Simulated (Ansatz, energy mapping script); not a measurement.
**Spin model of EuZn2P2 from collinear orders**

Wanted: the magnetic order of EuZn2P2, its couplings and an estimate of its ordering temperature, by PBEsol+U (9 eV).

Method: PBEsol with U = 9 eV on Eu f, ortho-atomic projectors; plane waves, U on orthogonalised atomic orbitals unless named otherwise, collinear spin, no spin–orbit coupling, in Ansatz 0.2.0.

## 1. Set-up

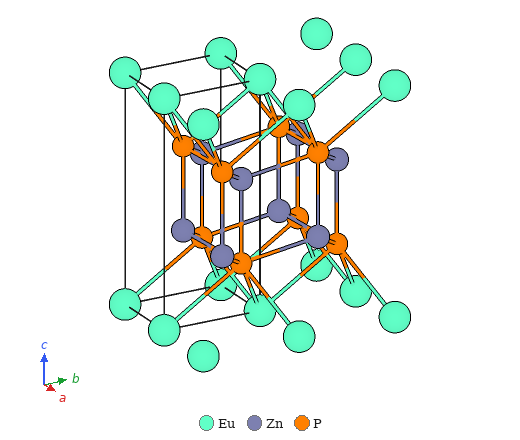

The starting structure, seen slightly off an axis (europium green, zinc blue, phosphorus orange). 2×2×1 cells are drawn. Bonds to atoms that aren't drawn are left out. Some periodic images of atoms are drawn too.

As a file:

```cif
data_structure
_symmetry_space_group_name_H-M 'P-3m1'
_symmetry_Int_Tables_number 164
_cell_length_a 4.0642
_cell_length_b 4.0642
_cell_length_c 6.9107
_cell_angle_alpha 90.000
_cell_angle_beta 90.000
_cell_angle_gamma 120.000
_cell_volume 98.86
loop_
_atom_site_label
_atom_site_type_symbol
_atom_site_symmetry_multiplicity
_atom_site_Wyckoff_symbol
_atom_site_fract_x
_atom_site_fract_y
_atom_site_fract_z
_atom_site_occupancy
Eu1 Eu 1 a 0.00000 0.00000 0.00000 1
Zn1 Zn 2 d 0.66667 0.33333 0.36594 1
P1 P 2 d 0.66667 0.33333 0.72977 1
```

The cell comes from a database of computed structures, and need not be the one that the compound takes in experiment.

The U corrects the self-interaction that lets semilocal functionals spread d and f electrons too far. Its value here is typed, not computed.

## 2. One set of occupation matrices for all orders

A corrected shell can settle in several orbital fillings. One parallel run, with an occupation width a fifth wider than the orders use, therefore is to supply the occupation matrices. All orders start from them.

input.yaml

```yaml
crystal:
  lattice:
    - [4.064188119, 0.0, 0.0]
    - [-2.032094059, 3.519690156, 0.0]
    - [0.0, 0.0, 6.91072704]
  atoms:
    - { symbol: Eu, position: [0.0, 0.0, 0.0], spin: 7.0 }
    - { symbol: Zn, position: [0.666666667, 0.333333333, 0.36594143] }
    - { symbol: Zn, position: [0.333333333, 0.666666667, 0.63405857] }
    - { symbol: P, position: [0.666666667, 0.333333333, 0.72976618] }
    - { symbol: P, position: [0.333333333, 0.666666667, 0.27023382] }
magnetization:
  spin_polarized: true
kpoints:
  mp_grid: { grid: [8, 8, 4] }
hamiltonian:
  xc: pbesol
  hubbard:
    sites: [{ species: Eu, l: f, u_eff: 9.0 }]
    projectors: ortho-atomic
scf:
  occupations: { method: fermi_dirac, width: 0.12 }
output:
  eigenvalues: true
```

Started as:

```bash
$ ansatz run input.yaml --threads 4 --pin off --max-ram 8192MiB --backend cpu --events-out ev --progress --plain --runs-dir out
```

Numbers of over 12 decimals in the logs are rounded to 6 here.

The log of the run:

```text
Engine: ansatz 0.2.0, aarch64-unknown-linux-gnu
Pseudopotentials: kind: paw
Pseudopotential: Eu, paw, valence charge 17, recommended cutoff 420 eV (normal), Eu.paw.azcp
Pseudopotential: Zn, paw, valence charge 12, recommended cutoff 420 eV (normal), Zn.paw.azcp
Pseudopotential: P, paw, valence charge 5, recommended cutoff 420 eV (normal), P.paw.azcp
Functional definition: PBEsol
  exchange = pbesol_x
  correlation = pbesol_c
Crystal: 5 atoms, lattice volume = 98.856 Å³
Basis set: ecut = 420 eV, 1955 PW (Γ)
Bands: 39, of which v1, the nominal top of the filled ones, is band 26 counted from 1 (25 counted from 0)
Symmetry: 12 space group operations
Space group: P-3m1 (ITA 164), of the structure as read, at distance tolerance 4.6e-5 Å
Magnetic group: BNS 164.85 (UNI 1315), of the structure as read, at distance tolerance 4.6e-5 Å
k-points: 35 of 256
Non-local potential: Eu, projectors of the file, l = 0: 3, l = 1: 2, l = 2: 2, l = 3: 3
Non-local potential: Zn, projectors of the file, l = 0: 2, l = 1: 2, l = 2: 3, l = 3: 1
Non-local potential: P, projectors of the file, l = 0: 2, l = 1: 2, l = 2: 2
PAW form: soft (Blöchl's): semilocal exchange-correlation on the pseudo side does not see the compensation charge
PAW frozen core: Eu, regenerated for the run's functional, and the local potential with it (the file was generated under x = pbe(κ = 0.804, μ = 0.219515), c = pbe(β = 0.066725))
PAW frozen core: Zn, regenerated for the run's functional, and the local potential with it (the file was generated under x = pbe(κ = 0.804, μ = 0.219515), c = pbe(β = 0.066725))
PAW frozen core: P, regenerated for the run's functional, and the local potential with it (the file was generated under x = pbe(κ = 0.804, μ = 0.219515), c = pbe(β = 0.066725))
PAW one-centre angular grid: Eu, 590 points (default); XC on 64 Gauss nodes
PAW one-centre angular grid: Zn, 590 points (default); XC on 64 Gauss nodes
PAW one-centre angular grid: P, 110 points (default); XC on 64 Gauss nodes
Initial density: superposition of atomic densities (chi_scale 0.1, normalization cell, long waves kept (reshape's long-wave potential 0.15 eV rms))
Initial wavefunctions: pseudopotential atomic-orbital guess
Functional: x = pbesol(κ = 0.804, μ = 0.123457), c = pbesol(β = 0.046)
SCF iter   1: F=—  HF=-16708.085205 eV  |F-HF|=—  |Δ(HF+E_count)|=         —  Δρ=4.62e-2 (↑4.62e-2 ↓2.60e-2)  dr2=3.50e0  dr2_m=5.87e-1  M=6.999 μB ∫|m|=7.125 μB  β_m=0.30  ethr=3.10e-3  ⟨swp⟩=6.6  Hψ=13511  notcnv=0  defer=25
preconditioner: auto → Resta (q_TF=auto, 2.443 Å⁻¹)  ε∞=5.4  [insulator: Δε(μ)=0.445 eV  Ē_g=12.485 eV  σ=0.120 eV  W_gap=0.65  n_scr=22 (ndim 8)  ℏωp=26.1 eV  f_vac=0.000  D(μ)=0.11/eV (n_scr^D=0)  ε∞_Penn≈5.4]
[...]
SCF iter   2: F=—  HF=-16709.575929 eV  |F-HF|=—  |Δ(HF+E_count)|=   8.89e-6  Δρ=2.77e-5 (↑2.77e-5 ↓2.42e-5)  dr2=1.59e-5  dr2_m=9.72e-8  M=7.001 μB ∫|m|=7.185 μB  β_m=0.30  ethr=1.15e-8  ⟨swp⟩=2.4  Hψ=4634  notcnv=0
SCF iter   3: F=—  HF=-16709.575928 eV  |F-HF|=—  |Δ(HF+E_count)|=   1.15e-6  Δρ=1.85e-5 (↑1.85e-5 ↓1.81e-5)  dr2=1.00e-5  dr2_m=2.59e-8  M=7.001 μB ∫|m|=7.185 μB  β_m=0.63  ethr=1.15e-8  ⟨swp⟩=1.0  Hψ=2732  notcnv=0
SCF iter   4: F=—  HF=-16709.575927 eV  |F-HF|=—  |Δ(HF+E_count)|=   1.62e-6  Δρ=1.36e-5 (↑1.36e-5 ↓1.09e-5)  dr2=1.47e-6  dr2_m=1.52e-8  M=7.001 μB ∫|m|=7.185 μB  β_m=0.53  ethr=1.15e-8  ⟨swp⟩=2.6  Hψ=4053  notcnv=0
SCF iter   5: F=—  HF=-16709.575926 eV  |F-HF|=—  |Δ(HF+E_count)|=   3.57e-7  Δρ=4.48e-6 (↑4.18e-6 ↓4.48e-6)  dr2=1.50e-7  dr2_m=1.10e-9  M=7.001 μB ∫|m|=7.185 μB  β_m=0.77  ethr=2.87e-9  ⟨swp⟩=2.0  Hψ=3962  notcnv=0
SCF iter   6: F=-16709.575926 eV  HF=-16709.575926 eV  |F-HF|=5.26e-8  |Δ(HF+E_count)|=   2.26e-8  Δρ=4.23e-6 (↑4.23e-6 ↓2.75e-6)  dr2=3.97e-8  dr2_m=2.26e-9  M=7.001 μB ∫|m|=7.185 μB  ethr=1.96e-10  ⟨swp⟩=6.6  Hψ=10772  notcnv=0
SCF 1 converged in 6 iterations: F = -16709.575926 eV  dr2 = 3.97e-8
[...]
SCF converged after 14 iterations (8 of them in the search for the orbital order of the open f shells)
Magnetization: 7.0008 μB (29.0004 up, 21.9996 down)
Absolute magnetization: 7.1864 μB (∫|ρ↑−ρ↓|, with the PAW one-centre terms)
Spin contamination: 0.0188 ħ² per cell (⟨S²⟩ above its minimum at these occupations)
Per-site moments (μB) at R_I (Å): [(6.888082, 1.237051), (-0.00524057, 1.005632), (-0.00524057, 1.005632), (-0.028463, 1.005632), (-0.028463, 1.005632)]
Free energy (F): -16709.575926 eV
Harris-Foulkes:  -16709.575926 eV  (|F-HF|=5.26e-8)
Internal energy: -16709.568767 eV  (E = F + TS)
E sigma→0 (E₀):  -16709.572347 eV
Entropy (-TS):   -0.007159 eV (-1.432 meV/atom)
Fermi energy:    9.923901 eV
--- Per-component energies (eV) ---
  E_band       = 73.170102
  E_kinetic    = 754.733090
  E_local      = -5642.363384  (includes V_loc(G=0)·N_el)
  E_nonlocal   = 1779.191227
  E_hartree    = 2337.177283
  E_xc         = -570.614413
  E_vxc        = -430.558385  (∫ρ·V_xc dr)
  E_hubbard    = 0.242446  (on-site DFT+U / exact-exchange correction)
  E_vhub       = -30.866580  (the Hubbard potential's part of the band-sum identity)
  E_paw        = -10978.324647  (= ΣΔE_a)
  E_vpaw       = -1031.308037  (= ΣTr[D̂ρ^β])
  E_aug_tail   = -0.000732  (compensation charges beyond the density's cutoff)
  E_ewald      = -4391.883370
  E_core_change = 2.273733  (= ΣΔE_core)
  E_smearing   = -0.007159  (= −TS)
  E_closure    = 0.000000  (closes the sum)
  Σ components = -16709.575926   (vs F -16709.575926, Δ=0.00e0)
--- Band table (eV; the first three rows and the last of 70) ---
  k-point 0 ↑: bands = [... 22 lower, 6.9873, 7.0767, 8.1478, 8.1478, 9.8461, 9.8795, 9.8795, 10.6564, ... 9 higher]
  k-point 1 ↑: bands = [... 22 lower, 6.9882, 7.0767, 8.3322, 8.3322, 8.6725, 9.5070, 9.5070, 10.4310, ... 9 higher]
  k-point 2 ↑: bands = [... 22 lower, 7.0767, 7.2745, 7.4370, 8.6988, 8.6988, 8.9976, 8.9976, 10.3462, ... 9 higher]
  k-point 34 ↓: bands = [... 22 lower, 11.7016, 12.2693, 13.5725, 14.2229, 14.8402, 14.9115, 15.9083, 16.3626, ... 9 higher]
Occupation matrices written to <dir>
```

Wall time 9.7 s (4 threads of Arm Neoverse V2, shared host); peak memory 0.56 GiB.

Read from the output:

- final state: ferromagnetic
- electrons in the corrected shells: 6.967 e
- largest moment: 6.888 μB

## 3. Order 1: parallel, cell A of 10 atoms

Each cell gets its own parallel run on the same mesh, so that most of the mesh error cancels in the differences.

input.yaml

```yaml
crystal:
  lattice:
    - [-4.064188119, 0.0, 0.0]
    - [0.0, 0.0, -6.91072704]
    - [-1.0e-09, -7.039380312, 0.0]
  atoms:
    - { symbol: Eu, position: [0.5, 0.0, 0.5], spin: 7.0 }
    - { symbol: Eu, position: [0.0, 0.0, 0.0], spin: 7.0 }
    - { symbol: Zn, position: [0.0, 0.63405857, 0.333333334] }
    - { symbol: Zn, position: [0.499999999, 0.63405857, 0.833333334] }
    - { symbol: Zn, position: [0.500000001, 0.36594143, 0.166666666] }
    - { symbol: Zn, position: [0.0, 0.36594143, 0.666666666] }
    - { symbol: P, position: [0.0, 0.27023382, 0.333333334] }
    - { symbol: P, position: [0.499999999, 0.27023382, 0.833333334] }
    - { symbol: P, position: [0.500000001, 0.72976618, 0.166666666] }
    - { symbol: P, position: [0.0, 0.72976618, 0.666666666] }
magnetization:
  spin_polarized: true
kpoints:
  mp_grid: { grid: [7, 4, 4] }
hamiltonian:
  xc: pbesol
  hubbard:
    sites:
      - { species: Eu, l: f, u_eff: 9.0 }
      - { site: 0, l: f, u_eff: 9.0, starting_ns: [{ spin: up, occupation_matrix: eu1_major }, { spin: down, occupation_matrix: eu1_minor }] }
      - { site: 1, l: f, u_eff: 9.0, starting_ns: [{ spin: up, occupation_matrix: eu1_major }, { spin: down, occupation_matrix: eu1_minor }] }
    projectors: ortho-atomic
    occupation_matrices:
      eu1_major:
        matrix:
          - [0.995, 0.0, 0.0, 0.0, 0.0, 0.0, 0.001]
          - [0.0, 0.993, 0.0, 0.0, -0.002, 0.0, 0.0]
          - [0.0, 0.0, 0.993, -0.002, 0.0, 0.0, 0.0]
          - [0.0, 0.0, -0.002, 0.993, 0.0, 0.0, 0.0]
          - [0.0, -0.002, 0.0, 0.0, 0.993, 0.0, 0.0]
          - [0.0, 0.0, 0.0, 0.0, 0.0, 0.995, 0.0]
          - [0.001, 0.0, 0.0, 0.0, 0.0, 0.0, 0.994]
      eu1_minor:
        matrix:
          - [0.002, 0.0, 0.0, 0.0, 0.0, 0.0, -0.001]
          - [0.0, 0.001, 0.0, 0.0, 0.0, 0.0, 0.0]
          - [0.0, 0.0, 0.001, 0.0, 0.0, 0.0, 0.0]
          - [0.0, 0.0, 0.0, 0.002, 0.0, 0.0, 0.0]
          - [0.0, 0.0, 0.0, 0.0, 0.002, 0.0, 0.0]
          - [0.0, 0.0, 0.0, 0.0, 0.0, 0.001, 0.0]
          - [-0.001, 0.0, 0.0, 0.0, 0.0, 0.0, 0.002]
scf:
  occupations: { method: fermi_dirac, width: 0.1 }
output:
  eigenvalues: true
```

The log of the run:

```text
[...]
Crystal: 10 atoms, lattice volume = 197.712 Å³
Basis set: ecut = 420 eV, 3889 PW (Γ)
Bands: 70, of which v1, the nominal top of the filled ones, is band 51 counted from 1 (50 counted from 0)
Symmetry: 8 space group operations
[...]
k-points: 40 of 112
[...]
Starting moments: Σ|m| = 14 μB on 2 of 10 sites
[...]
SCF iter   1: F=—  HF=-33419.047564 eV  |F-HF|=—  |Δ(HF+E_count)|=         —  Δρ=2.10e-1 (↑2.10e-1 ↓1.58e-1)  dr2=1.96e1  dr2_m=5.97e1  M=14.040 μB ∫|m|=15.207 μB  β_m=1.00  ethr=3.10e-3  ⟨swp⟩=8.6  Hψ=26870  notcnv=0  defer=1
[...]
SCF iter  10: F=—  HF=-33419.092633 eV  |F-HF|=—  |Δ(HF+E_count)|=   5.69e-2  Δρ=6.38e-4 (↑6.38e-4 ↓4.43e-4)  dr2=6.39e-4  dr2_m=3.93e-4  M=14.000 μB ∫|m|=14.371 μB  β_m=0.30  ethr=1.75e-6  ⟨swp⟩=2.1  Hψ=8830  notcnv=0  defer=441
[...]
spin-set hold released at iteration 10 (site moments contracting): the magnetisation degrees of freedom join the quasi-Newton model from the next iteration; the mixer history was flushed
SCF iter  11: F=—  HF=-33419.120884 eV  |F-HF|=—  |Δ(HF+E_count)|=   2.83e-2  Δρ=4.55e-4 (↑3.33e-4 ↓4.55e-4)  dr2=4.46e-4  dr2_m=1.88e-4  M=14.000 μB ∫|m|=14.372 μB  β_m=0.65  ethr=6.27e-7  ⟨swp⟩=2.0  Hψ=9186  notcnv=0  defer=441
[...]
SCF iter  18: F=-33419.150145 eV  HF=-33419.150145 eV  |F-HF|=2.21e-9  |Δ(HF+E_count)|=   1.98e-8  Δρ=6.81e-7 (↑4.89e-7 ↓6.81e-7)  dr2=5.02e-9  dr2_m=9.66e-11  M=14.000 μB ∫|m|=14.369 μB  ethr=9.80e-11  ⟨swp⟩=17.2  Hψ=32148  notcnv=0
the search or the solves at the SCF's close seem to have found levels that the self-consistency loop had missed (the run counts 1). By its estimate they hold under 1e-12 electrons; where the run keeps them, the occupations were computed again with them
SCF 1 converged in 18 iterations: F = -33419.150145 eV  dr2 = 5.02e-9
[...]
SCF converged after 18 iterations
Magnetization: 14.0003 μB (58.0001 up, 43.9999 down)
Absolute magnetization: 14.3711 μB (∫|ρ↑−ρ↓|, with the PAW one-centre terms)
[...]
Per-site moments (μB) at R_I (Å): [(6.887943, 1.237051), (6.887943, 1.237051), (-0.00527767, 1.005632), (-0.00527767, 1.005632), (-0.00527767, 1.005632), (-0.00527767, 1.005632), (-0.028331, 1.005632), (-0.028331, 1.005632), (-0.028331, 1.005632), (-0.028331, 1.005632)]
Free energy (F): -33419.150145 eV
[...]
Internal energy: -33419.142282 eV  (E = F + TS)
E sigma→0 (E₀):  -33419.146214 eV
Entropy (-TS):   -0.007863 eV (-0.786 meV/atom)
Fermi energy:    9.965166 eV
[...]
--- Specified on-site occupations, and those of the state reported ---
  electrons in the specified blocks: 13.9340 specified, 13.9342 found
  site 0 (l=f) ↓: largest change of an orbital's occupation 0.0009; electrons 0.0110 specified, 0.0106 found; spectral distance 0.0011
[...]
site 0 (l=f) ↑: largest change of an orbital's occupation 0.0005; electrons 6.9560 specified, 6.9565 found; spectral distance 0.0005
[...]
--- Band table (eV; the first three rows and the last of 80) ---
  k-point 0 ↑: bands = [... 47 lower, 7.0462, 7.0770, 7.2425, 7.3050, 7.7100, 7.9673, 8.1482, 8.1483, ... 15 higher]
  k-point 1 ↑: bands = [... 47 lower, 7.0017, 7.0405, 7.1249, 7.3747, 7.7416, 7.9689, 8.0702, 8.1861, ... 15 higher]
  k-point 2 ↑: bands = [... 47 lower, 6.9833, 7.0276, 7.0276, 7.4804, 7.4804, 7.8864, 7.8864, 8.7219, ... 15 higher]
  k-point 39 ↓: bands = [... 47 lower, 11.5123, 12.3869, 12.3869, 12.8071, 12.8071, 14.0318, 14.0318, 15.8857, ... 15 higher]
Occupation matrices written to <dir>
```

Elapsed: 41 s, on 4 threads; peak memory 1.3 GiB; 2.5 min of CPU time.

Spin moment in the sphere by atom:

| atom | spin moment in the sphere (μB) |
| --- | --- |
| Eu1 | 6.89 |
| Eu2 | 6.89 |
| Zn3 | -0.01 |
| Zn4 | -0.01 |
| Zn5 | -0.01 |
| Zn6 | -0.01 |
| P7 | -0.03 |
| P8 | -0.03 |
| P9 | -0.03 |
| P10 | -0.03 |

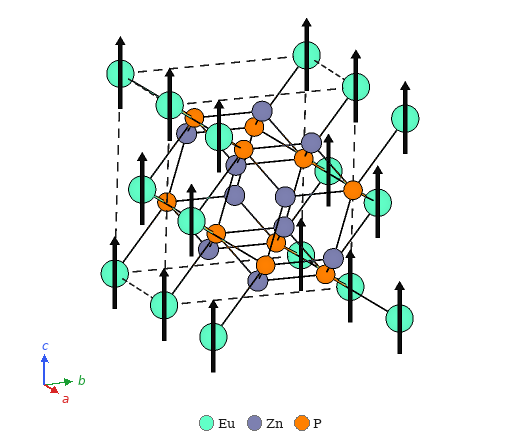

Spin moment in the sphere as arrows, the longest 6.89 μB. Up and down stand for the sign. Arrows give size and sign along the axis of quantisation, drawn up and down the page. 2×1×1 cells are drawn. Some periodic images of atoms are drawn too.

The run ends ferromagnetic.

## 4. Compensated +− start in cell A (10 atoms)

This order reverses 4 of the 6 neighbours at 4.06 Å, 0 of the 2 neighbours at 6.91 Å and 8 of the 12 neighbours at 8.02 Å, counted for an average magnetic atom.

Changes to input.yaml since step 3:

```diff
@@ -7,3 +7,3 @@
     - { symbol: Eu, position: [0.5, 0.0, 0.5], spin: 7.0 }
-    - { symbol: Eu, position: [0.0, 0.0, 0.0], spin: 7.0 }
+    - { symbol: Eu, position: [0.0, 0.0, 0.0], spin: -7.0 }
     - { symbol: Zn, position: [0.0, 0.63405857, 0.333333334] }
@@ -26,3 +26,3 @@
       - { site: 0, l: f, u_eff: 9.0, starting_ns: [{ spin: up, occupation_matrix: eu1_major }, { spin: down, occupation_matrix: eu1_minor }] }
-      - { site: 1, l: f, u_eff: 9.0, starting_ns: [{ spin: up, occupation_matrix: eu1_major }, { spin: down, occupation_matrix: eu1_minor }] }
+      - { site: 1, l: f, u_eff: 9.0, starting_ns: [{ spin: up, occupation_matrix: eu1_minor }, { spin: down, occupation_matrix: eu1_major }] }
     projectors: ortho-atomic
```

The log of the run:

```text
[...]
Crystal: 10 atoms, lattice volume = 197.712 Å³
Basis set: ecut = 420 eV, 3889 PW (Γ)
Bands: 70, of which v1, the nominal top of the filled ones, is band 51 counted from 1 (50 counted from 0)
Symmetry: 4 space group operations
[...]
k-points: 40 of 112
[...]
Starting moments: Σ|m| = 14 μB on 2 of 10 sites
Starting magnetic order: antiferromagnet; a translation exchanges its spin sublattices: spin-degenerate at every k-point
[...]
SCF iter   1: F=—  HF=-33419.195010 eV  |F-HF|=—  |Δ(HF+E_count)|=         —  Δρ=1.86e-1 (↑1.86e-1 ↓1.86e-1)  dr2=1.97e1  dr2_m=5.98e1  M=0.000 μB ∫|m|=14.859 μB  β_m=1.00  ethr=3.10e-3  ⟨swp⟩=7.5  Hψ=13914  notcnv=0  defer=17
[...]
SCF iter  16: F=-33419.142047 eV  HF=-33419.142047 eV  |F-HF|=1.23e-8  |Δ(HF+E_count)|=   8.22e-7  Δρ=2.57e-6 (↑2.57e-6 ↓2.57e-6)  dr2=6.15e-8  dr2_m=1.60e-9  M=0.000 μB ∫|m|=14.247 μB  ethr=9.80e-11  ⟨swp⟩=19.2  Hψ=19912  notcnv=0
SCF 1 converged in 16 iterations: F = -33419.142047 eV  dr2 = 6.15e-8
[...]
SCF converged after 16 iterations
Magnetization: 0.0000 μB (51.0000 up, 51.0000 down)
Absolute magnetization: 14.2508 μB (∫|ρ↑−ρ↓|, with the PAW one-centre terms)
[...]
Per-site moments (μB) at R_I (Å): [(6.886459, 1.237051), (-6.886459, 1.237051), (0.00152368, 1.005632), (-0.00152368, 1.005632), (-0.00152368, 1.005632), (0.00152368, 1.005632), (-0.00529096, 1.005632), (0.00529096, 1.005632), (0.00529096, 1.005632), (-0.00529096, 1.005632)]
Free energy (F): -33419.142047 eV
[...]
Internal energy: -33419.135651 eV  (E = F + TS)
E sigma→0 (E₀):  -33419.138849 eV
Entropy (-TS):   -0.006396 eV (-0.640 meV/atom)
Fermi energy:    9.973015 eV
[...]
--- Specified on-site occupations, and those of the state reported ---
  electrons in the specified blocks: 13.9340 specified, 13.9364 found
[...]
--- Band table (eV; the first three rows and the last of 80) ---
  k-point 0 ↑: bands = [... 47 lower, 8.1900, 9.7515, 9.7550, 9.7624, 10.2261, 10.5589, 11.1365, 11.6692, ... 15 higher]
  k-point 1 ↑: bands = [... 47 lower, 8.1885, 8.5640, 9.3541, 9.4125, 10.3907, 11.2469, 11.4162, 12.3000, ... 15 higher]
  k-point 2 ↑: bands = [... 47 lower, 8.5428, 8.5758, 8.7928, 8.8357, 10.7474, 11.0160, 12.0160, 12.2840, ... 15 higher]
  k-point 39 ↓: bands = [... 47 lower, 8.6510, 8.6517, 8.7985, 8.8431, 10.5021, 10.5222, 11.5171, 11.5525, ... 15 higher]
Occupation matrices written to <dir>
```

Elapsed: 19 s, on 4 threads; peak memory 1.3 GiB; 72 s of CPU time.

Spin moment in the sphere by atom:

| atom | spin moment in the sphere (μB) |
| --- | --- |
| Eu1 | 6.89 |
| Eu2 | -6.89 |
| Zn3 | 0.00 |
| Zn4 | 0.00 |
| Zn5 | 0.00 |
| Zn6 | 0.00 |
| P7 | -0.01 |
| P8 | 0.01 |
| P9 | 0.01 |
| P10 | -0.01 |

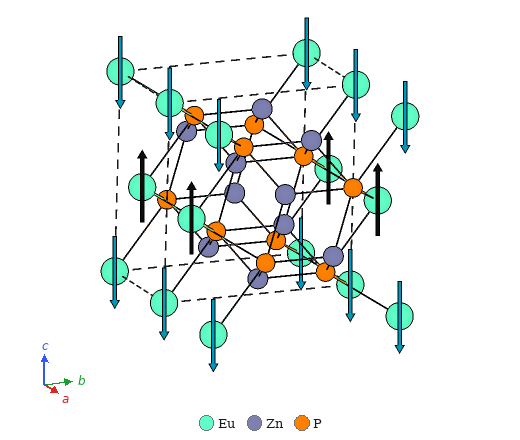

Spin moment in the sphere as arrows, the longest 6.89 μB. Up and down stand for the sign. Arrows give size and sign along the axis of quantisation, drawn up and down the page. The two directions have two colours. 2×1×1 cells are drawn. Some periodic images of atoms are drawn too.

The run ends antiferromagnetic, 3.68 meV a magnetic atom above the parallel order of its cell (energies taken at zero occupation width, not the printed F).

[end of part 1 of 3]

[Logs and program files are shortened in this print: banners, set-up blocks, solver, clock and traceback lines can be left out without a mark of their own.]

[Logs are printed without paths, hosts, clocks, repeated set-up lines and the standing remarks that a program may print on its own settings, such as how far it seeks lower states.]

[Hosts, paths, dates, database ids (printed as entryN), source tags and the programs' standing remarks are cut or masked in the printed files.]

[Where a cell is said to come from a database of computed structures, the database is the Materials Project.]
